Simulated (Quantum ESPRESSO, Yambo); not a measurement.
# Converging GW for PbO (P4/nmm) in Yambo, part 2 of 2

Aim: raise bands and screening cutoff together for PbO (P4/nmm) and follow gap and time.

Quantum ESPRESSO 7.5 and Yambo 5.3.0; PBE and many-body steps on it, plane waves. Known limits of the many-body steps: not at the basis limit; no spin-orbit coupling; coarse k mesh.

So far. Step 2 (Empty states on the mesh, 4×4×2 mesh, 359 bands): On this mesh the gap is 1.140 eV. Step 4 (69 bands, 88.4 eV): The gap on the mesh goes from 1.14 eV to 1.14 eV, a correction of −0.0001 eV.

The database entry behind the starting cell differs from later determinations by our own check (c about 1 % long), so it need not match the best structure at ambient conditions.

## (5) 163 bands, 156.5 eV

Level of this step: G0W0 on PBE, plane waves, norm-conserving pseudopotentials (Yambo).

gw2.in reads:

```
HF_and_locXC
gw0
dyson
ppa
em1d
rim_cut
RandQpts= 1000000
RandGvec= 1 RL
EXXRLvcs= 76 Ry
VXCRLvcs= 304 Ry
Chimod= "HARTREE"
% BndsRnXp
 1 | 163 |
%
NGsBlkXp= 11.5 Ry
% LongDrXp
 1 | 1 | 1 |
%
% GbndRnge
 1 | 163 |
%
DysSolver= "n"
ExtendOut
PPAPntXp= 27.21138 eV
% QPkrange
 1 | 1 | 27 | 30 |
 11 | 11 | 27 | 30 |
%
```

Launch:

```console
$ OMP_NUM_THREADS=1 mpirun -n 4 yambo -F gw2.in -J gw2 -C gw2 > gw2.log
```

The program printed:

```text
 Yambo, version 5.3.0

 [02] CORE Variables Setup
 =========================

  [... cell, symmetries and grids as in the set-up ...]

  [02.05] Energies & Occupations
  ==============================

  [X] === General ===
  [X] Electronic Temperature                        :  0.000000  0.000000 [eV K]
  [X] Bosonic    Temperature                        :  0.000000  0.000000 [eV K]
  [X] Finite Temperature mode                       : no
  [X] El. density                                   :  0.70435E+24 [cm-3]
  [X] Fermi Level                                   :  10.49034 [eV]

  [X] === Gaps and Widths ===
  [X] Conduction Band Min                           :  1.140379 [eV]
  [X] Valence Band Max                              :  0.000000 [eV]
  [X] Filled Bands                                  :  28
  [X] Empty Bands                                   :    29   359
  [X] Direct Gap                                    :  2.139783 [eV]
  [X] Direct Gap localized at k                     :  11
  [X] Indirect Gap                                  :  1.140379 [eV]
  [X] Indirect Gap between kpts                     :   1  11
  [X] Last valence band width                       :  1.733881 [eV]
  [X] 1st conduction band width                     :  2.397823 [eV]

 [03] Transferred momenta grid and indexing
 ==========================================

 IBZ Q-points                                      :  12
 BZ  Q-points                                      :   32

 K/Q-points units:
 rlu = crystal or reduced units; cc = cartesian coordinates; iku = interal k-units

 Q [ 1]         [rlu]:  0.000000  0.000000  0.000000
 Q [ 2]         [rlu]:  0.000000  0.000000 -0.500000
 Q [ 3]         [rlu]:  0.000000  0.250000  0.000000
[...]
NLCC RL compoments                               :   48109
  PP Number of Atomic Species                      :  2
  NLCC RL compoments                               :   48109

 [xc] E_xc :  -38.90205 [Ha]
      E_xc :  -77.80409 [Ry]

  Local XC kind (lXC) : Perdew, Burke & Ernzerhof(X)+Perdew, Burke & Ernzerhof(C)
  Non-Local XC kind (nlXC) : Hartree-Fock

  Corrections @ K [1] :  [eV]
 <27|nlXC|27> = -24.38328 -0.25504E-16 <27|lXC|27> = -19.64461 -0.18882E-15
 <28|nlXC|28> = -20.42666  0.12505E-18 <28|lXC|28> = -18.04756  0.18882E-15
 <29|nlXC|29> = -8.474783  0.15666E-17 <29|lXC|29> = -12.42384 -0.18882E-15
[...]
Corrections @ K [11] :  [eV]
[...]
<29|nlXC|29> = -6.808484 -0.42786E-17 <29|lXC|29> = -10.08601  0.11801E-16
 <30|nlXC|30> = -6.808486 -0.24535E-17 <30|lXC|30> = -10.08601  0.47204E-16

 [08] Dyson equation: Newton solver
 ==================================

  [08.01] G0W0 (W PPA)
  ====================

  [  GW  ] Bands range     :    1  163
  [GW/PPA] G damping       :  0.100000 [eV]

  QP @ state[ 1 ] K range:  1  1
  QP @ state[ 1 ] b range:  27  30
  QP @ state[ 2 ] K range:  11  11
  QP @ state[ 2 ] b range:  27  30

   Sc/G bands                                       :    1  163
   Sc/G damping                                     :  0.100000 ev
   Sc bands terminator                              : no
   Sx RL components                                 :   6039

   QP @ state[ 1 ] K range                          :  1  1
   QP @ state[ 1 ] b range                          :  27  30
   QP @ state[ 2 ] K range                          :  11  11
   QP @ state[ 2 ] b range                          :  27  30
   GF energies kind                                 : Perdew, Burke & Ernzerhof(X)+Perdew, Burke & Ernzerhof(C)
   GF WF`s kind                                     : Perdew, Burke & Ernzerhof(X)+Perdew, Burke & Ernzerhof(C)
   Xs energies kind                                 : Perdew, Burke & Ernzerhof(X)+Perdew, Burke & Ernzerhof(C)
   Xs WF`s kind                                     : Perdew, Burke & Ernzerhof(X)+Perdew, Burke & Ernzerhof(C)

 [11] Game Over & Game summary
```

Wall time 5.9 min (4 MPI ranks of Arm Neoverse V1, shared host); peak memory 2.4 GiB; 23 min of CPU time.

Numbers from this step:

```yaml
g0w0_gap_on_the_points_computed: 1.229 eV
starting_gap_on_the_mesh: 1.140 eV
k_of_the_valence_top: 0, 0, 0
k_of_the_conduction_bottom: -0.5, -0.5, 0
least_direct_g0w0_gap_on_the_computed_points: 2.111 eV
z_at_the_valence_top: 0.7884
z_at_the_conduction_bottom: 0.8360
```

Against G0W0 in Yambo (4×4×2 mesh, 69 bands, screening to 88.4 eV, Godby-Needs plasmon pole), the gap moves by +0.089 eV.

## (6) 359 bands, 244.9 eV

gw3.in, as its differences from gw2.in of step 5:

```diff
@@ -12,5 +12,5 @@
 % BndsRnXp
- 1 | 163 |
+ 1 | 359 |
 %
-NGsBlkXp= 11.5 Ry
+NGsBlkXp= 18 Ry
 % LongDrXp
@@ -19,3 +19,3 @@
 % GbndRnge
- 1 | 163 |
+ 1 | 359 |
 %
```

Launch:

```console
$ OMP_NUM_THREADS=1 mpirun -n 4 yambo -F gw3.in -J gw3 -C gw3 > gw3.log
```

The program printed:

```text
 Yambo, version 5.3.0

 [02] CORE Variables Setup
 =========================

  [... cell, symmetries and grids as in the set-up ...]

  [02.05] Energies & Occupations
  ==============================

  [X] === General ===
  [X] Electronic Temperature                        :  0.000000  0.000000 [eV K]
  [X] Bosonic    Temperature                        :  0.000000  0.000000 [eV K]
  [X] Finite Temperature mode                       : no
  [X] El. density                                   :  0.70435E+24 [cm-3]
[...]
QP @ state[ 1 ] b range                          :  27  30
   QP @ state[ 2 ] K range                          :  11  11
   QP @ state[ 2 ] b range                          :  27  30
   GF energies kind                                 : Perdew, Burke & Ernzerhof(X)+Perdew, Burke & Ernzerhof(C)
   GF WF`s kind                                     : Perdew, Burke & Ernzerhof(X)+Perdew, Burke & Ernzerhof(C)
   Xs energies kind                                 : Perdew, Burke & Ernzerhof(X)+Perdew, Burke & Ernzerhof(C)
   Xs WF`s kind                                     : Perdew, Burke & Ernzerhof(X)+Perdew, Burke & Ernzerhof(C)

 [11] Game Over & Game summary
```

Wall time 39 min (4 MPI ranks); peak memory 3.5 GiB.

This step gave:

- G0W0 gap on the points computed: 1.357 eV
- starting gap on the mesh: 1.140 eV
- k of the valence top: 0, 0, 0
- k of the conduction bottom: -0.5, -0.5, 0
- least direct G0W0 gap on the computed points: 2.253 eV

Against G0W0 in Yambo (4×4×2 mesh, 163 bands, screening to 156.5 eV, Godby-Needs plasmon pole), the gap moves by +0.128 eV.

## (7) Side by side

Times are wall times on 4 MPI ranks of Arm Neoverse V1, shared host, good to a factor of about two.

```
                run   mesh  bands  screening cutoff (eV)  DFT gap (eV)  gap on the mesh (eV)  direct (eV)     time
  69 bands, 88.4 eV  4×4×2     69                   88.4         1.140                 1.140        2.119     51 s
163 bands, 156.5 eV  4×4×2    163                  156.5         1.140                 1.229        2.111  5.9 min
359 bands, 244.9 eV  4×4×2    359                  244.9         1.140                 1.357        2.253   39 min
```

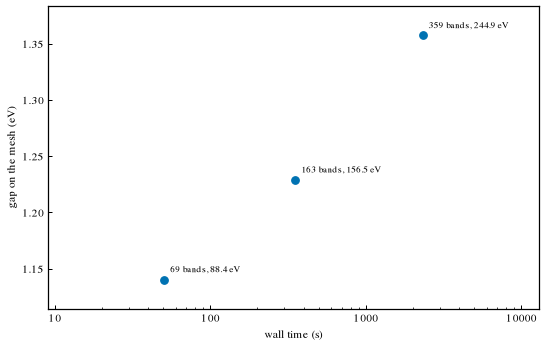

Result against wall time.

## (8) What came out

```
69 bands, 88.4 eV   : 1.140 eV
163 bands, 156.5 eV : 1.229 eV
359 bands, 244.9 eV : 1.357 eV
known limits        : not at the basis limit; no spin-orbit coupling; coarse k mesh
```

**Reading.** From the first rung to the last the gap moves by +0.22 eV for 46 times the time. The steps are not yet shrinking, so no limit is drawn. In the G0W0 runs levels were corrected at 2 k points alone, so a gap called «on the mesh» is the least over those, and an edge elsewhere would be missed. The 4×4×2 mesh is coarse for this cell, which bears on the long-range parts of exchange and screening. Where an edge is built on 6p states of lead, bismuth or thallium, scalar-relativistic gaps usually stand too wide, by a few tenths to over one eV. The many-body steps are scalar-relativistic: spin-orbit coupling is not in them.

[Paths, hosts, dates, memory and timing lines, banners, echoed tables and standing remarks are left out of the program output.]

[Logs are printed without paths, hosts, clocks, repeated set-up lines and the standing remarks that a program may print on its own settings, such as how far it seeks lower states.]

[Runs of the session that timed out or met a known fault of the program may be left out.]

[Hosts, paths, dates, database ids (printed as entryN), source tags and the programs' standing remarks are cut or masked in the printed files.]
